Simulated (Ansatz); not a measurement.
# CH5AlBrN: shape, modes and thermochemistry

The task is to find a stationary geometry of CH5AlBrN, then compute its harmonic vibrations to see whether it is a minimum and to get the zero-point energy and entropy, and look at its orbitals and charge.

Program: Ansatz 0.2.0, Gaussian basis. Level of theory: RKS PBE0-D4/def2-TZVP. These are calculated values, not measurements.

Plan: relaxation at PBE-D4/def2-SVP; relaxation at PBE0-D4/def2-TZVP; harmonic vibrations at the same level; a single point in def2-TZVPP for the fields.

### 1 The starting structure

SMILES `[NH2][AlH][CH2]Br`, 9 atoms, charge 0, spin multiplicity 1.

Atoms are counted from 1 here; the program's logs count them from 0.

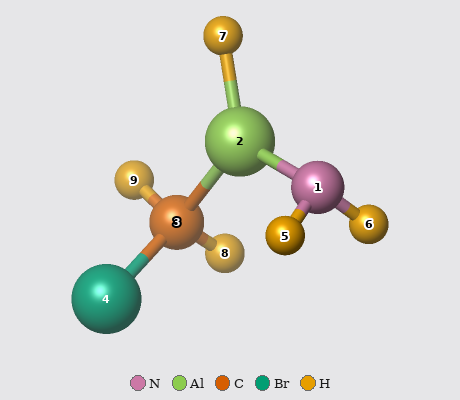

Start geometry, drawn with nitrogen pink, aluminium green, carbon orange, bromine teal, hydrogen amber; atoms are numbered from 1 in the order of the file.

Coordinates:

```tsv
atom	x (Å)	y (Å)	z (Å)
N1	-0.3049	1.6802	-0.9014
Al2	0.7799	0.4117	-0.1150
C3	-0.0447	-1.1896	0.7385
Br4	-0.9663	-2.1698	-0.5554
H5	-0.9292	1.2202	-1.6444
H6	-1.0064	2.0681	-0.1680
H7	2.3954	0.6060	-0.1411
H8	-0.6371	-0.8547	1.5752
H9	0.8017	-1.8184	1.1945
```

The start is a force-field geometry with small random shifts, so a cheaper pass at PBE-D4/def2-SVP comes first.

### 2 Relaxation at PBE-D4/def2-SVP (cheap first pass)

in.yaml reads:

```yaml
crystal:
  periodic: [false, false, false]
  atoms:
    - {symbol: N, position_ang: [-0.304900, 1.680200, -0.901400]}
    - {symbol: Al, position_ang: [0.779900, 0.411700, -0.115000]}
    - {symbol: C, position_ang: [-0.044700, -1.189600, 0.738500]}
    - {symbol: Br, position_ang: [-0.966300, -2.169800, -0.555400]}
    - {symbol: H, position_ang: [-0.929200, 1.220200, -1.644400]}
    - {symbol: H, position_ang: [-1.006400, 2.068100, -0.168000]}
    - {symbol: H, position_ang: [2.395400, 0.606000, -0.141100]}
    - {symbol: H, position_ang: [-0.637100, -0.854700, 1.575200]}
    - {symbol: H, position_ang: [0.801700, -1.818400, 1.194500]}
basis:
  gaussian: {orbitals: def2-SVP}
hamiltonian: {xc: pbe, dispersion: d4}
relax: {f_tol: 0.03, max_steps: 200}
```

The run is started by

```sh
> ansatz run in.yaml --threads 4 --pin off --events-out ev --progress --plain --max-ram 10444MiB
```

Output, shortened:

```text
Functional definition: PBE
  name "PBE"
  cite "Perdew, Burke & Ernzerhof, Phys. Rev. Lett. 77, 3865 (1996) doi:10.1103/PhysRevLett.77.3865"
  parent pbe
[...]
1158 factors; their error is unknown
[...]
mean field -79221.64776716 eV, -2911.3418570818 hartree, gradient 1.6e-5 eV, S^2 0.000000; 0 other end points of the search recorded, 0 dependent functions left out
[...]
reference -79221.64780678 eV, -2911.3418585378 hartree; 33, 33 occupied and 70, 70 virtual orbitals, 1158 factors
relax step   1: F+E_penalty+E_count = -79221.82727943 eV  Δ(F+E_penalty+E_count) = +0.000e0 eV  max|allowed force component| = 3.047e0 eV/Å  Δτ_max = 0.0000 Å  (29 SCF iters, accepted)
[...]
relax step   4: F+E_penalty+E_count = -79222.27319407 eV  Δ(F+E_penalty+E_count) = -7.233e-2 eV  max|allowed force component| = 5.543e-1 eV/Å  Δτ_max = 0.1928 Å  (29 SCF iters, accepted)
[...]
relax step   7: F+E_penalty+E_count = -79222.40553853 eV  Δ(F+E_penalty+E_count) = -6.165e-2 eV  max|allowed force component| = 2.635e-1 eV/Å  Δτ_max = 0.2000 Å  (34 SCF iters, accepted)
[...]
relax step  10: F+E_penalty+E_count = -79222.58315815 eV  Δ(F+E_penalty+E_count) = -7.341e-2 eV  max|allowed force component| = 9.589e-1 eV/Å  Δτ_max = 0.2000 Å  (34 SCF iters, accepted)
[...]
relax step  14: F+E_penalty+E_count = -79222.66214145 eV  Δ(F+E_penalty+E_count) = +4.337e-3 eV  max|allowed force component| = 2.511e-1 eV/Å  Δτ_max = 0.0617 Å  (29 SCF iters, rejected (line search))
[...]
relax step  15: F+E_penalty+E_count = -79222.66925567 eV  Δ(F+E_penalty+E_count) = -2.778e-3 eV  max|allowed force component| = 2.342e-2 eV/Å  Δτ_max = 0.0299 Å  (30 SCF iters, accepted)
1158 factors; their error is unknown
[...]
mean field -79222.48907817 eV, -2911.3727746909 hartree, gradient 2.4e-5 eV, S^2 0.000000; 1 other end points of the search recorded, 0 dependent functions left out
[...]
reference -79222.48911845 eV, -2911.3727761711 hartree; 33, 33 occupied and 70, 70 virtual orbitals, 1158 factors
Total energy: -79222.66929595 eV, -2911.3793975721 hartree
Atom 0 at    -0.493102     1.625268    -0.615348 Å, force     0.006431     0.009724    -0.010025 eV/Å
Atom 1 at     0.653135     0.352880    -0.113512 Å, force     0.009895     0.013861    -0.000334 eV/Å
Atom 2 at    -0.044962    -1.226200     0.842730 Å, force    -0.000006    -0.011766    -0.001792 eV/Å
Atom 3 at     0.027648    -2.377275    -0.804533 Å, force    -0.004329    -0.000023     0.023420 eV/Å
Atom 4 at    -1.501490     1.623282    -0.446187 Å, force     0.001225     0.006897    -0.003668 eV/Å
Atom 5 at    -0.246440     2.413223    -1.219338 Å, force    -0.010086    -0.010317     0.010632 eV/Å
Atom 6 at     2.203667     0.521310    -0.428886 Å, force     0.000493     0.002688    -0.001209 eV/Å
Atom 7 at    -1.099576    -1.242307     1.176555 Å, force    -0.005042    -0.005667    -0.006289 eV/Å
Atom 8 at     0.589521    -1.736481     1.591419 Å, force     0.001419    -0.005398    -0.010735 eV/Å
Dipole moment:    -0.281503     0.249266     0.182421 e Å
```

Wall time 14 s (4 threads, shared host).

Along the way: (the energy doesn't fall at every step)

```tsv
step	energy from step 1 (eV)	largest force component (eV/Å)
1	0.0000	3.0474
2	-0.2647	1.1159
3	-0.3736	0.4338
4	-0.4459	0.5543
5	-0.4995	0.5416
6	-0.5166	0.6100
7	-0.5783	0.2635
8	-0.6209	1.0699
9	-0.6825	1.1571
10	-0.7559	0.9589
11	-0.8008	0.3674
12	-0.8292	0.1014
13	-0.8392	0.1393
14	-0.8349	0.2511
15	-0.8420	0.0234
```

Distances of close pairs at the start and the end, largest changes first:

```tsv
bond	before (Å)	after (Å)	change (Å)
Al2–Br4	3.148	2.885	-0.263
C3–Br4	1.867	2.011	+0.144
N1–H6	1.086	1.023	-0.063
N1–Al2	1.845	1.785	-0.061
N1–H5	1.074	1.022	-0.051
C3–H9	1.149	1.106	-0.043
Al2–H7	1.627	1.591	-0.036
C3–H8	1.079	1.106	+0.028
```

### 3 Relaxation at PBE0-D4/def2-TZVP

in.yaml reads:

```yaml
crystal:
  periodic: [false, false, false]
  atoms:
    - {symbol: N, position_ang: [-0.493102, 1.625268, -0.615348]}
    - {symbol: Al, position_ang: [0.653135, 0.352880, -0.113512]}
    - {symbol: C, position_ang: [-0.044962, -1.226200, 0.842730]}
    - {symbol: Br, position_ang: [0.027648, -2.377275, -0.804533]}
    - {symbol: H, position_ang: [-1.501490, 1.623282, -0.446187]}
    - {symbol: H, position_ang: [-0.246440, 2.413223, -1.219338]}
    - {symbol: H, position_ang: [2.203667, 0.521310, -0.428886]}
    - {symbol: H, position_ang: [-1.099576, -1.242307, 1.176555]}
    - {symbol: H, position_ang: [0.589521, -1.736481, 1.591419]}
basis:
  gaussian: {orbitals: def2-TZVP}
hamiltonian: {xc: pbe0, dispersion: d4}
relax: {f_tol: 0.005, max_steps: 150}
```

The command is unchanged.

Output, shortened:

```text
Functional definition: PBE0
  name "PBE0"
  cite "Adamo & Barone, J. Chem. Phys. 110, 6158 (1999) doi:10.1063/1.478522"
  cite "Perdew, Burke & Ernzerhof, Phys. Rev. Lett. 77, 3865 (1996) doi:10.1103/PhysRevLett.77.3865"
  parent pbe
[...]
1247 factors; their error is unknown
[...]
mean field -79239.76416767 eV, -2912.0076225206 hartree, gradient 6.7e-5 eV, S^2 0.000000; 0 other end points of the search recorded, 0 dependent functions left out
[...]
reference -79239.76420027 eV, -2912.0076237187 hartree; 33, 33 occupied and 144, 144 virtual orbitals, 1247 factors
relax step   1: F+E_penalty+E_count = -79239.91780164 eV  Δ(F+E_penalty+E_count) = +0.000e0 eV  max|allowed force component| = 6.769e-1 eV/Å  Δτ_max = 0.0000 Å  (27 SCF iters, accepted)
[...]
Total energy: -79239.95432858 eV, -2912.0146108053 hartree
Atom 0 at    -0.491799     1.602878    -0.616941 Å, force    -0.000593    -0.000130    -0.000130 eV/Å
Atom 1 at     0.648407     0.350984    -0.114350 Å, force    -0.000346    -0.001903    -0.000195 eV/Å
Atom 2 at    -0.041889    -1.208281     0.845654 Å, force    -0.000844     0.001955     0.001438 eV/Å
Atom 3 at     0.004341    -2.324954    -0.800043 Å, force     0.000405     0.000571    -0.001589 eV/Å
Atom 4 at    -1.487342     1.582037    -0.468327 Å, force     0.000629     0.000222    -0.000381 eV/Å
Atom 5 at    -0.244714     2.391601    -1.192204 Å, force    -0.000253     0.000545    -0.000413 eV/Å
Atom 6 at     2.189376     0.512674    -0.412000 Å, force    -0.000029    -0.000064     0.000349 eV/Å
Atom 7 at    -1.077417    -1.225015     1.178722 Å, force     0.000607    -0.000277     0.000648 eV/Å
Atom 8 at     0.589436    -1.728225     1.562390 Å, force     0.000425    -0.000919     0.000272 eV/Å
Dipole moment:    -0.230431     0.223041     0.224595 e Å
```

Wall time 14 s (4 threads, shared host); peak memory 0.48 GiB.

Relaxation path:

```tsv
step	energy from step 1 (eV)	largest force component (eV/Å)
1	0.0000	0.6769
2	-0.0320	0.1913
3	-0.0360	0.0475
4	-0.0364	0.0176
5	-0.0365	0.0122
6	-0.0365	0.0020
```

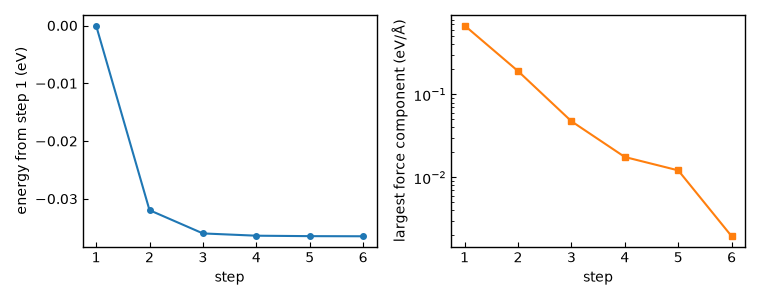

Energy and largest force along the relaxation.

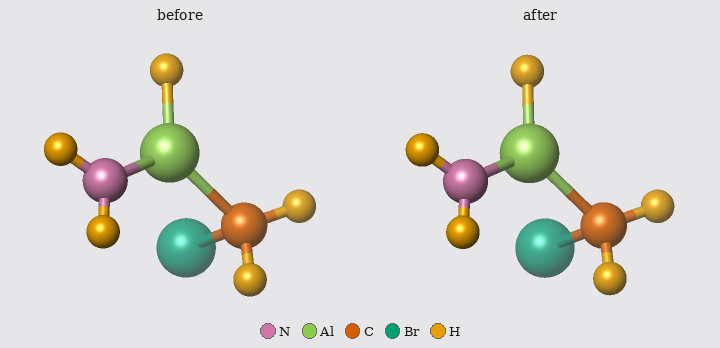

The geometry before (left) and after (right).

Distances of close pairs at the start and the end, largest changes first:

```tsv
bond	before (Å)	after (Å)	change (Å)
Al2–Br4	2.885	2.836	-0.048
C3–Br4	2.011	1.989	-0.022
C3–H9	1.106	1.087	-0.019
C3–H8	1.106	1.088	-0.018
N1–Al2	1.785	1.766	-0.018
Al2–C3	1.974	1.957	-0.017
N1–H6	1.023	1.007	-0.016
N1–H5	1.022	1.007	-0.016
```

Mulliken charges at the end point, from the run's report:

```tsv
atom	value (e)
N1	-0.65
Al2	0.49
C3	-0.39
Br4	-0.13
H5	0.23
H6	0.24
H7	-0.10
H8	0.15
H9	0.16
```

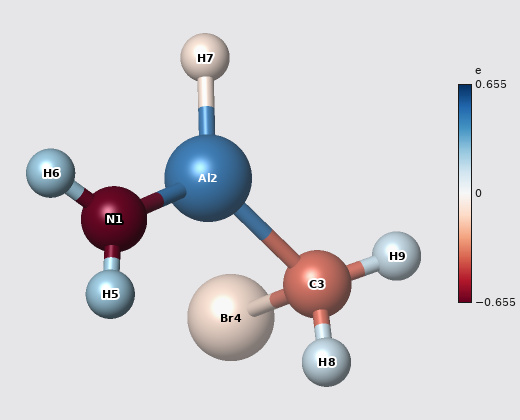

Mulliken charges at the end point, from the run's report, as colours on the atoms.

### 4 Vibrations by finite differences

in.yaml reads:

```yaml
crystal:
  periodic: [false, false, false]
  atoms:
    - {symbol: N, position_ang: [-0.491799, 1.602878, -0.616941]}
    - {symbol: Al, position_ang: [0.648407, 0.350984, -0.114350]}
    - {symbol: C, position_ang: [-0.041889, -1.208281, 0.845654]}
    - {symbol: Br, position_ang: [0.004341, -2.324954, -0.800043]}
    - {symbol: H, position_ang: [-1.487342, 1.582037, -0.468327]}
    - {symbol: H, position_ang: [-0.244714, 2.391601, -1.192204]}
    - {symbol: H, position_ang: [2.189376, 0.512674, -0.412000]}
    - {symbol: H, position_ang: [-1.077417, -1.225015, 1.178722]}
    - {symbol: H, position_ang: [0.589436, -1.728225, 1.562390]}
basis:
  gaussian: {orbitals: def2-TZVP}
hamiltonian: {xc: pbe0, dispersion: d4}
phonons: {temperatures: {t_min: 298.15, t_max: 900, t_step: 200}}
```

Same command.

Output, shortened:

```text
Functional definition: PBE0
  name "PBE0"
  cite "Adamo & Barone, J. Chem. Phys. 110, 6158 (1999) doi:10.1063/1.478522"
  cite "Perdew, Burke & Ernzerhof, Phys. Rev. Lett. 77, 3865 (1996) doi:10.1103/PhysRevLett.77.3865"
  parent pbe
[...]
1247 factors; their error is unknown
[...]
mean field -79239.79860837 eV, -2912.0088881931 hartree, gradient 6.4e-5 eV, S^2 0.000000; 0 other end points of the search recorded, 0 dependent functions left out
[...]
reference -79239.79864077 eV, -2912.0088893836 hartree; 33, 33 occupied and 144, 144 virtual orbitals, 1247 factors
[...]
1247 factors; their error is unknown
mean field -79239.79840449 eV, -2912.0088807005 hartree, gradient 1.2e-6 eV, S^2 0.000000; 0 other end points of the search recorded, 0 dependent functions left out
[...]
reference -79239.79843689 eV, -2912.0088818911 hartree; 33, 33 occupied and 144, 144 virtual orbitals, 1247 factors
[...]
Atom 1 at     0.648407     0.350984    -0.114350 Å, force    -0.000320    -0.001899    -0.000187 eV/Å
Atom 2 at    -0.041889    -1.208281     0.845654 Å, force    -0.000882     0.001951     0.001399 eV/Å
Atom 3 at     0.004341    -2.324954    -0.800043 Å, force     0.000411     0.000547    -0.001554 eV/Å
Atom 4 at    -1.487342     1.582037    -0.468327 Å, force     0.000633     0.000225    -0.000376 eV/Å
Atom 5 at    -0.244714     2.391601    -1.192204 Å, force    -0.000252     0.000557    -0.000416 eV/Å
Atom 6 at     2.189376     0.512674    -0.412000 Å, force    -0.000028    -0.000070     0.000349 eV/Å
Atom 7 at    -1.077417    -1.225015     1.178722 Å, force     0.000617    -0.000270     0.000636 eV/Å
Atom 8 at     0.589436    -1.728225     1.562390 Å, force     0.000437    -0.000909     0.000263 eV/Å
Dipole moment:    -0.230432     0.223043     0.224595 e Å
Vibrations: 66.22 112.80 183.78 337.25 402.20 490.68 529.36 546.55 624.38 681.87 733.88 838.90 1022.42 1079.71 1410.29 1568.92 1957.35 3117.52 3193.35 3610.28 3700.17 cm⁻¹, zero-point energy 1.624683 eV
```

Wall time 77 s (4 threads, shared host); peak memory 0.48 GiB.

Motions are named by where the mode's potential energy lies. Wavenumbers, unscaled:

```tsv
mode	cm⁻¹	motion
1	66	torsion with bend
2	113	torsion with bend
3	184	bend
4	337	torsion
5	402	torsion with out-of-plane bend
6	491	torsion with bend
7	529	bend with torsion
8	547	C–Br stretch
9	624	Al–C stretch
10	682	bend
11	734	bend
12	839	Al–N stretch
13	1022	bend with torsion
14	1080	bend with torsion
15	1410	bend
16	1569	bend
17	1957	Al–H stretch
18	3118	C–H stretch
19	3193	C–H stretch
20	3610	N–H stretch
21	3700	N–H stretch
```

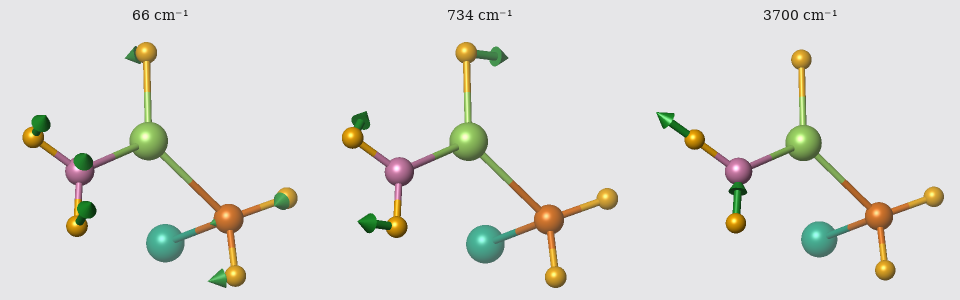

How the atoms move in 3 of the modes.

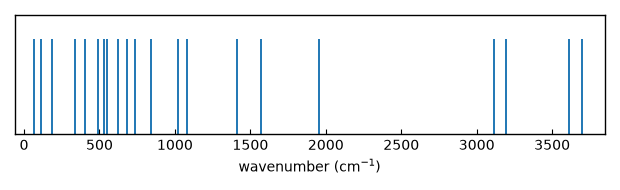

The harmonic wavenumbers as sticks (no intensities were computed).

From these modes and the moments of inertia (298.15 K, 1 bar, symmetry number 1):

```tsv
term	value
zero-point energy	37.5 kcal/mol
H(298) − E	42.3 kcal/mol
entropy, translation	170.3 J/(mol K)
entropy, rotation	113.8 J/(mol K)
entropy, vibration	63.3 J/(mol K)
entropy, total	347.4 J/(mol K)
```

### 5 A single point for the fields

Changes to in.yaml since step 4:

```diff
@@ -13,4 +13,4 @@
 basis:
-  gaussian: {orbitals: def2-TZVP}
+  gaussian: {orbitals: def2-TZVPP}
 hamiltonian: {xc: pbe0, dispersion: d4}
-phonons: {temperatures: {t_min: 298.15, t_max: 900, t_step: 200}}
+output: {orbitals: {seedname: orbitals}}
```

The command is unchanged.

Output:

```text
Functional definition: PBE0
  name "PBE0"
  cite "Adamo & Barone, J. Chem. Phys. 110, 6158 (1999) doi:10.1063/1.478522"
  cite "Perdew, Burke & Ernzerhof, Phys. Rev. Lett. 77, 3865 (1996) doi:10.1103/PhysRevLett.77.3865"
  parent pbe
  parameter a = 0.25
  parameter kappa = 0.804
  parameter beta = 0.06672455060314922
  exchange = (1 - a)*pbe_x(kappa = kappa, mu = beta*pi^2/3) + a*exact_x
  correlation = pbe_c(beta = beta)
1343 factors; their error is unknown
mean field evaluation 1: about -79227.9972 eV, gradient 7.6e1 eV
mean field evaluation 2: about -79207.6353 eV, gradient 1.1e2 eV
mean field evaluation 4: about -79239.2475 eV, gradient 9.0e0 eV
mean field evaluation 8: about -79239.8789 eV, gradient 4.9e-1 eV
mean field evaluation 16: about -79239.8791 eV, gradient 4.3e-5 eV
mean field -79239.87914859 eV, -2912.0118479913 hartree, gradient 4.3e-5 eV, S^2 0.000000; 0 other end points of the search recorded, 0 dependent functions left out
reference -79239.87918085 eV, -2912.0118491770 hartree; 33, 33 occupied and 189, 189 virtual orbitals, 1343 factors
Total energy: -79240.03486792 eV, -2912.0175705712 hartree
```

Wall time 1.9 s (4 threads, shared host); peak memory 0.58 GiB.

Orbitals, density, ELF and potential are computed afterwards from the orbital file.

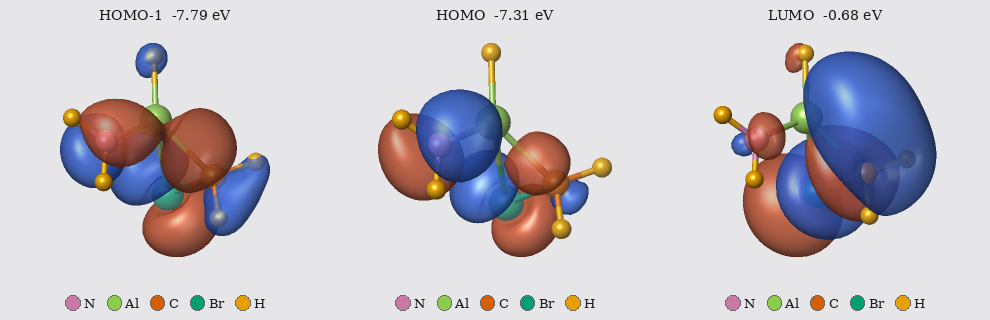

PBE0-D4/def2-TZVPP orbitals near the gap, drawn at the value that encloses 70 % of each; the two colours are the two signs.

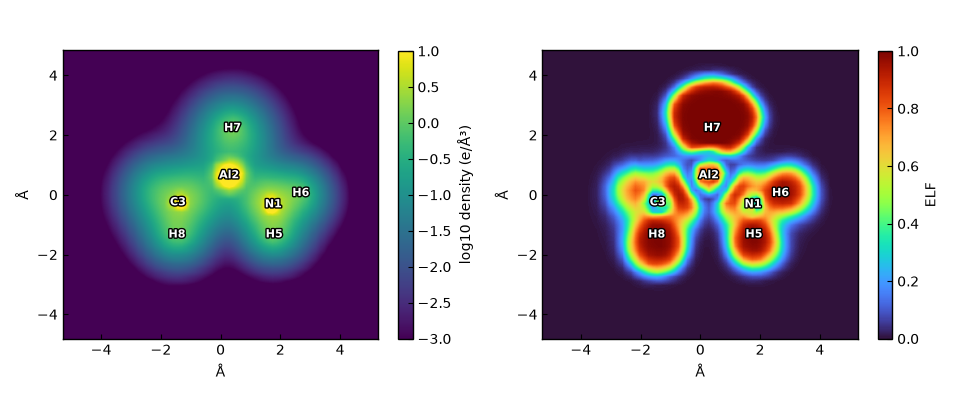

Density (left) and ELF (right) in a plane through or near 7 of the atoms.

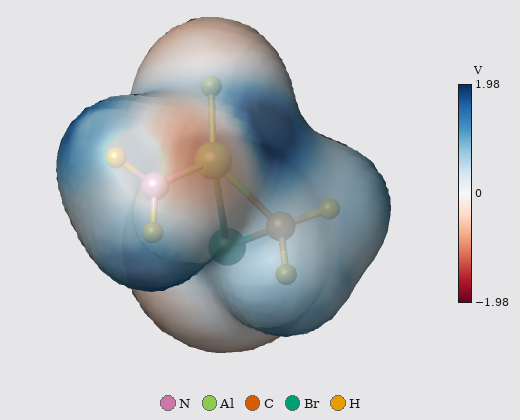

Electrostatic potential on the surface of density 0.002 e/bohr³; red is low, blue high. It runs, from the 1st to the 99th percentile, from -0.75 V near N1 to 1.98 V near Al2.

### 6 Summary of results

| quantity | value |
| --- | --- |
| point group | C1 |
| steps | 15 + 6 |
| shift from the start (rms) | 0.781 Å |
| total energy | -79239.9543 eV |
| dispersion term | -156 meV |
| dipole moment | 1.88 D |
| lowest, highest wavenumber | 66, 3700 cm⁻¹ |
| zero-point energy | 37.5 kcal/mol |
| entropy at 298.15 K | 347.4 J/(mol K) |
| HOMO, LUMO | -7.31, -0.68 eV |

The relaxed geometry lies 0.78 Å (rms) from the start; the bond that changed most is C3–Br4, from 1.867 to 1.989 Å. All wavenumbers are real, so the end point is a minimum. The stiffest mode, 3700 cm⁻¹, is an N–H stretch, and 3 modes under 200 cm⁻¹ make the vibrational entropy uncertain. Harmonic hybrid wavenumbers usually lie a few per cent above measured fundamentals. The largest Mulliken charge, -0.65 e, sits on N1. The HOMO lies mostly on N1 49 %; Br4 22 % and the LUMO on Br4 34 %; C3 22 %.
